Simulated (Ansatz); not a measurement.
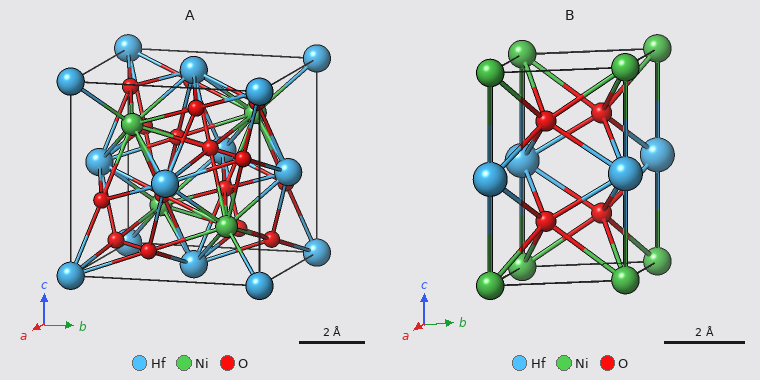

Two structures of HfNiO4, each relaxed to rest (conventional cells in solid outline, small ones repeated, not to one scale). Method: DFT PBE, scalar-relativistic, plane waves, PAW (Ansatz), with collinear spins.

### Characterise the two forms.

A: 24 atoms a cell on a face-centred cubic lattice, F-43m. B: 6 atoms a cell on a primitive hexagonal lattice, P6/mmm.

### What is the energy order of the two?

B is lower, by 698 meV/atom at this level of theory (energies at zero smearing). Volumes: A 9.7, B 9.8 Å³/atom.

One or both may be structure types tried for this composition rather than known phases.
